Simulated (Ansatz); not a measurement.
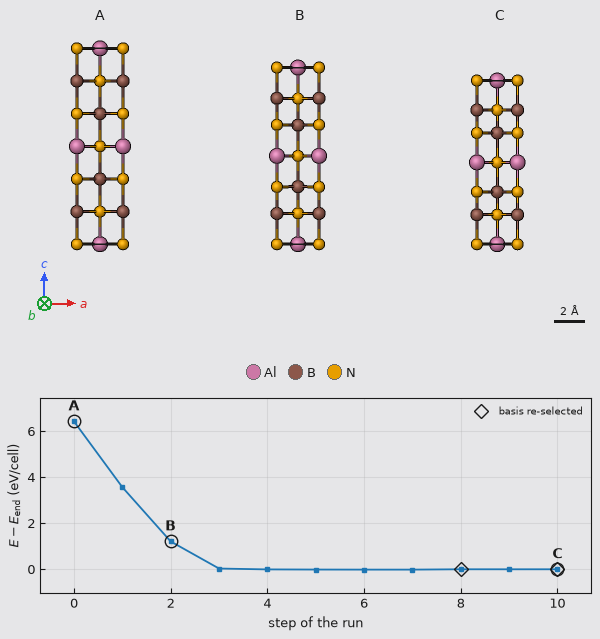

Frames of a relaxation of solid AlB$_{2}$N$_{3}$ (a generated structure, set up in I4/mmm) (coarse preliminary run), marked on the history of the run. The picture is a ball-and-stick view of the conventional cell (2 times the calculation's cell), seen along the b axis. Lengths and directions refer to the drawn axes.

All numbers below come from Ansatz, DFT PBE, scalar-relativistic, plane waves, PAW.

Input
```yaml
crystal:
  lattice:
    - [-1.53941719, 1.53941719, 6.53119399]
    - [1.53941719, -1.53941719, 6.53119399]
    - [1.53941719, 1.53941719, -6.53119399]
  atoms:
    - { symbol: Al, position: [0.5, 0.5, 0.0] }
    - { symbol: B, position: [0.83333333, 0.83333333, 0.0] }
    - { symbol: B, position: [0.16666667, 0.16666667, 0.0] }
    - { symbol: "N", position: [0.0, 0.0, 0.0] }
    - { symbol: "N", position: [0.66666667, 0.66666667, 0.0] }
    - { symbol: "N", position: [0.33333333, 0.33333333, 0.0] }
basis:
  ecutwfc: 420
kpoints:
  mp_grid: { grid: [8, 8, 8] }
hamiltonian:
  xc: pbe
scf:
  occupations: { method: gaussian, width: 0.1 }
  lower_state_search: "off"
output:
  forces: true
  stress: true
  eigenvalues: true
relax:
  adjacent_minimum: "off"
  f_tol: 0.04
  max_steps: 70
  cell: { stress_tol: 0.4 }
```

Run as
```bash
ansatz run input.yaml --threads 1 --pin off --max-ram 2560MiB --backend cpu --events-out ev --progress --plain --runs-dir out
```

Q: Describe the path.

A: The energy falls by 6.424 eV per cell of the calculation in 8 accepted moves (10 points after the start). The largest force component goes from 0.85 to 0.007 eV/Å. The pressure goes from −50.92 to 0.16 GPa. The SCF was repeated twice at an unchanged geometry on a basis and grid sized afresh for the cell, which shifted the energy by 15.2 meV per cell of the calculation at most. The largest moves relative to the cell, 0.15 Å, are those of B2, B3, N5 and N6. B3 goes along +c. Largest moves by element: B 0.15 Å, N 0.15 Å. Al stays in place. The volume changes by −35.2 %, with a = b 3.079 → 2.712 Å (−11.9 %), c 13.062 → 10.915 Å (−16.4 %). Near-neighbour distances that change, for instance: B2–N5 2.177 → 1.525 Å, Al1–N4 2.177 → 1.918 Å, B2–N6 2.177 → 1.918 Å, Al1–N5 2.177 → 1.966 Å. The space group stays I4/mmm (No. 139). From step 0 to 2: N atoms move most (0.11 Å), volume −24.8 %, energy −5.215 eV per cell of the calculation. From step 2 to 10: B atoms move most (0.07 Å), volume −13.8 %, energy −1.209 eV per cell of the calculation.

```json
{"step": "0", "E − E(0), meV/atom": "0.00", "largest force component, eV/Å": "0.8525", "pressure, GPa": "-50.92", "volume, Å³/atom": "10.318", "note": ""}
{"step": "1", "E − E(0), meV/atom": "-476.13", "largest force component, eV/Å": "1.4482", "pressure, GPa": "-48.75", "volume, Å³/atom": "8.905", "note": ""}
{"step": "2", "E − E(0), meV/atom": "-869.22", "largest force component, eV/Å": "1.8657", "pressure, GPa": "-36.30", "volume, Å³/atom": "7.762", "note": ""}
{"step": "3", "E − E(0), meV/atom": "-1065.36", "largest force component, eV/Å": "0.8611", "pressure, GPa": "-5.14", "volume, Å³/atom": "6.899", "note": ""}
{"step": "4", "E − E(0), meV/atom": "-1071.65", "largest force component, eV/Å": "0.1820", "pressure, GPa": "-2.21", "volume, Å³/atom": "6.791", "note": ""}
{"step": "5", "E − E(0), meV/atom": "-1072.74", "largest force component, eV/Å": "0.1608", "pressure, GPa": "-0.24", "volume, Å³/atom": "6.737", "note": ""}
{"step": "6", "E − E(0), meV/atom": "-1073.16", "largest force component, eV/Å": "0.0447", "pressure, GPa": "0.03", "volume, Å³/atom": "6.710", "note": ""}
{"step": "7", "E − E(0), meV/atom": "-1073.22", "largest force component, eV/Å": "0.0115", "pressure, GPa": "0.12", "volume, Å³/atom": "6.711", "note": ""}
{"step": "8", "E − E(0), meV/atom": "-1070.68", "largest force component, eV/Å": "0.0119", "pressure, GPa": "-0.64", "volume, Å³/atom": "6.711", "note": "same geometry, new basis"}
{"step": "9", "E − E(0), meV/atom": "-1070.83", "largest force component, eV/Å": "0.0073", "pressure, GPa": "0.18", "volume, Å³/atom": "6.691", "note": ""}
{"step": "10", "E − E(0), meV/atom": "-1070.75", "largest force component, eV/Å": "0.0070", "pressure, GPa": "0.16", "volume, Å³/atom": "6.691", "note": "same geometry, new basis"}
```
